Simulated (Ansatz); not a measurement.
## Electronic structure of Ti3C2OF in real space

The calculation's input:

```
crystal:
  lattice:
    - [6.1, 0.0, 0.0]
    - [-3.05, 5.2827549631, 0.0]
    - [0.0, 0.0, 25.1]
  atoms:
    - { symbol: Ti, position: [0.0, 0.0, 0.5] }
    - { symbol: C, position: [0.1666666667, 0.3333333333, 0.5490039841] }
    - { symbol: C, position: [0.3333333333, 0.1666666667, 0.4509960159] }
    - { symbol: Ti, position: [0.3333333333, 0.1666666667, 0.5928286853] }
    - { symbol: Ti, position: [0.1666666667, 0.3333333333, 0.4071713147] }
    - { symbol: O, position: [0.0, 0.0, 0.63187251] }
    - { symbol: O, position: [0.0, 0.0, 0.36812749] }
    - { symbol: Ti, position: [0.0, 0.5, 0.5] }
    - { symbol: C, position: [0.1666666667, 0.8333333333, 0.5490039841] }
    - { symbol: C, position: [0.3333333333, 0.6666666667, 0.4509960159] }
    - { symbol: Ti, position: [0.3333333333, 0.6666666667, 0.5928286853] }
    - { symbol: Ti, position: [0.1666666667, 0.8333333333, 0.4071713147] }
    - { symbol: O, position: [0.0, 0.5, 0.63187251] }
    - { symbol: F, position: [0.0, 0.5, 0.3585657371] }
    - { symbol: Ti, position: [0.5, 0.0, 0.5] }
    - { symbol: C, position: [0.6666666667, 0.3333333333, 0.5490039841] }
    - { symbol: C, position: [0.8333333333, 0.1666666667, 0.4509960159] }
    - { symbol: Ti, position: [0.8333333333, 0.1666666667, 0.5928286853] }
    - { symbol: Ti, position: [0.6666666667, 0.3333333333, 0.4071713147] }
    - { symbol: F, position: [0.5, 0.0, 0.6414342629] }
    - { symbol: O, position: [0.5, 0.0, 0.36812749] }
    - { symbol: Ti, position: [0.5, 0.5, 0.5] }
    - { symbol: C, position: [0.6666666667, 0.8333333333, 0.5490039841] }
    - { symbol: C, position: [0.8333333333, 0.6666666667, 0.4509960159] }
    - { symbol: Ti, position: [0.8333333333, 0.6666666667, 0.5928286853] }
    - { symbol: Ti, position: [0.6666666667, 0.8333333333, 0.4071713147] }
    - { symbol: F, position: [0.5, 0.5, 0.6414342629] }
    - { symbol: F, position: [0.5, 0.5, 0.3585657371] }
  periodic: [true, true, false]
scf:
  occupations: { method: gaussian, width: 0.05 }
  n_extra_bands: 6
output:
  forces: true
  stress: true
  write_density: true
  write_potential: true
  elf: true
  volumetric_format: npy
kpoints:
  mp_grid: { grid: [5, 5, 1] }
hamiltonian:
  xc: pbe
relax:
  f_tol: 0.02
  max_steps: 100
  cell: { stress_2d_tol: 0.1 }
```

Launched as:

```sh
ansatz run input.yaml --threads 8 --pin off --max-ram 24576MiB --backend cpu --events-out ev --progress --plain --runs-dir out
```

The fields are those of the relaxed geometry.

Computed without spin polarisation.

Computed with DFT PBE, scalar-relativistic, plane waves, PAW in Ansatz 0.2.0.

Core electrons are frozen (PAW), and the valence fields are smoothed inside the atomic spheres.

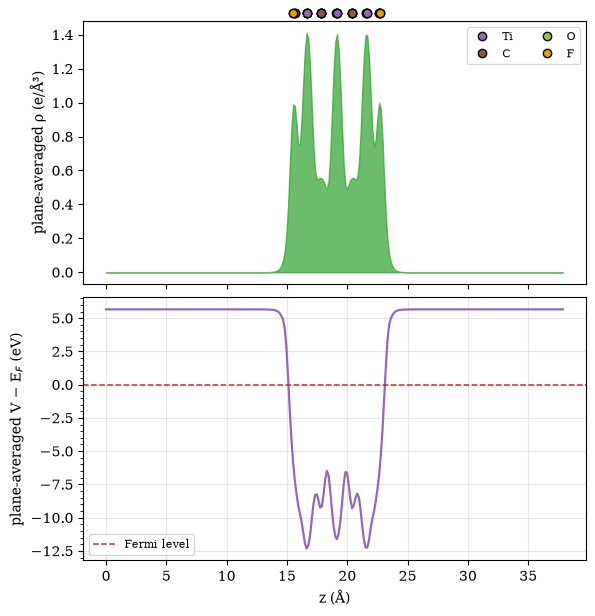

Figure 1. Plane average of the electrostatic potential (local pseudopotential plus Hartree) felt by an electron and of the valence electron density across the slab. Circles mark the heights of the atoms.

Question: How far below the vacuum level is the Fermi level?

Answer: The potential is flat in the vacuum, 5.66 eV above the Fermi level; this is the work function, the same on both faces.

Question: What are the slab's thickness and the vacuum gap?

Answer: The outermost nuclei are 7.3 Å apart, in 7 atomic planes; the vacuum between periodic images is 30.7 Å wide.

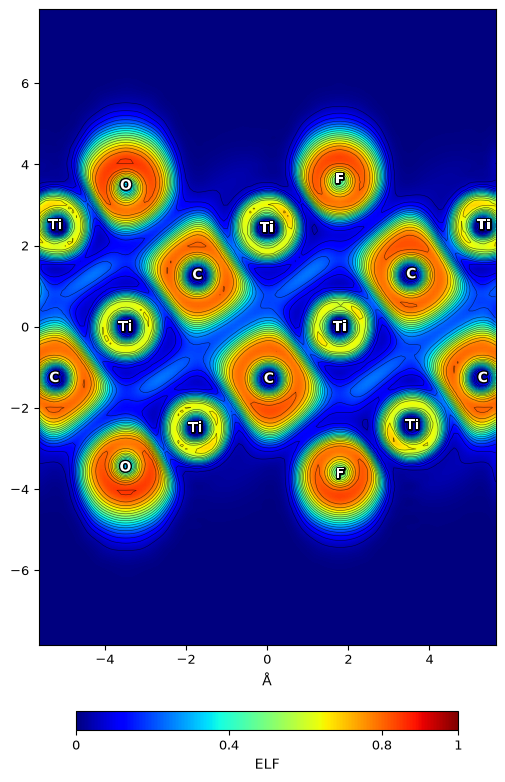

Figure 2. Electron localisation function on the (110) plane of the calculation cell, a cut from vacuum to vacuum.

Question: What does the map show?

Answer: The plane passes through Ti, O, C and F nuclei. Ti–O (1.99 Å): the ELF peaks at about 0.80 in the valence shell of O, 0.6 Å from its nucleus, and is about 0.20 at the midpoint (no localised pair shows between them). Ti–C (2.08 Å): the ELF peaks at about 0.80 in the valence shell of C, 0.7 Å from its nucleus, and is about 0.30 at the midpoint. Ti–F (2.15 Å): the ELF peaks at about 0.80 in the valence shell of F, 0.6 Å from its nucleus, and drops to about 0.10 between the two atoms: no shared electron pair shows on this line. Ti–C (2.17 Å): the ELF peaks at about 0.80 in the valence shell of C, 0.7 Å from its nucleus, and is about 0.25 at the midpoint. The features right at Ti lie inside the PAW spheres, where the map follows smoothed inner orbitals and isn't to be read closely.

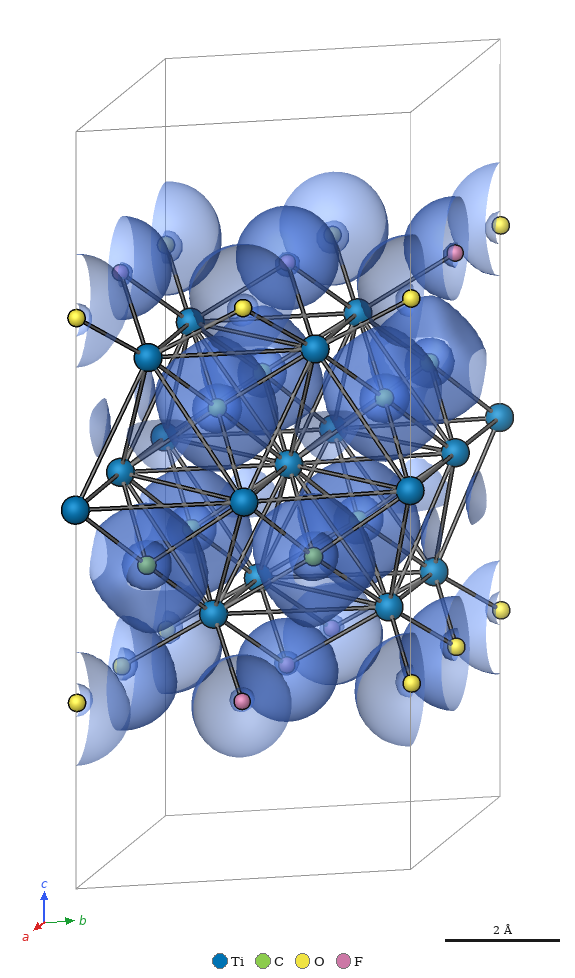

Figure 3. Isosurface of the ELF at 0.6 (blue), seen slightly off an axis. Core shells and regions of very low density are left out. Sticks mark near contacts.

Question: Describe the localisation domains.

Answer: The ELF exceeds this value in eight regions wrapped around C (the valence shell of each), four regions wrapped around F (the valence shell of each) and four regions wrapped around O (the valence shell of each), counted in one cell of 28 atoms. Counts are for one cell; the picture repeats the cell along the surface. Along the contacts the grid gives the following. Ti–O (1.96 Å): the ELF peaks at about 0.80 in the valence shell of O, 0.6 Å from its nucleus, and is about 0.20 at the midpoint: no shared electron pair shows on this line. Ti–C (2.07 Å): the ELF peaks at about 0.80 in the valence shell of C, 0.7 Å from its nucleus, and is about 0.30 at the midpoint.

Question: Does the calculation give a band gap?

Answer: It is gapless in this calculation (a metal or semimetal).
